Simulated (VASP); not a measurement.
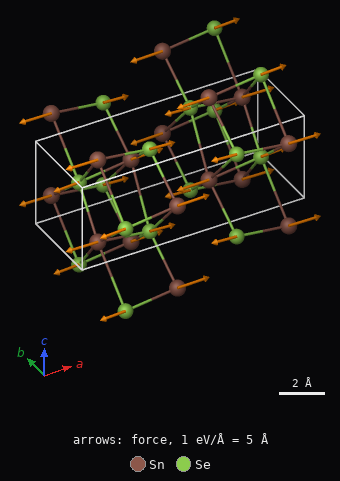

Starting geometry of a crystal of SnSe (set up in Pnma) with the computed forces as orange arrows. The picture is a ball-and-stick view of the cell of the calculation, seen from a free direction.

The run lets cell and atoms move.

All numbers below come from Kohn-Sham DFT of a periodic cell, PBE with D3(BJ), VASP PAW PBE potentials, recommended (VASP 6.6.1).

Input file:
```
SYSTEM = SnSe
PREC = Accurate ; ENCUT = 600
EDIFF = 1E-6 ; ISMEAR = 0
SIGMA = 0.03 ; LREAL = .FALSE.
LASPH = .TRUE. ; NELM = 80
ALGO = Normal ; ISIF = 3
LWAVE = .FALSE. ; LCHARG = .FALSE.
GGA = PE ; IVDW = 12
IBRION = 2 ; NSW = 90
EDIFFG = -0.01 ; KPAR = 4
```

Command:
```bash
cat potpaw_PBE.64/Sn_d/POTCAR potpaw_PBE.64/Se/POTCAR > POTCAR
mpirun -np 4 vasp_std > vasp.out
```

What follows when this structure is relaxed?

It isn't relaxed: the largest force vector, on Sn atoms, is 0.33 eV/Å. The final displacements follow the starting forces only in part (cosine between the two patterns 0.75). The largest moves relative to the cell, 0.054 Å, are those of Sn atoms. Largest moves by element: Sn 0.054 Å, Se 0.020 Å. The volume changes by −1.7 %, with a 11.420 → 11.495 Å (+0.7 %), b 4.190 → 4.177 Å (−0.3 %), c 4.460 → 4.370 Å (−2.0 %). Near-neighbour distances that change, for instance: Se–Sn 2.693 → 2.763 Å, Se–Sn 3.319 → 3.258 Å, Se–Sn 2.834 → 2.827 Å. The space group stays Pnma (No. 62). The energy falls by 7.1 meV per atom in 17 geometry steps. Largest force component: 0.33 eV/Å at the start, 0.0066 eV/Å at the end. The pressure goes from 0.24 to −0.01 GPa.
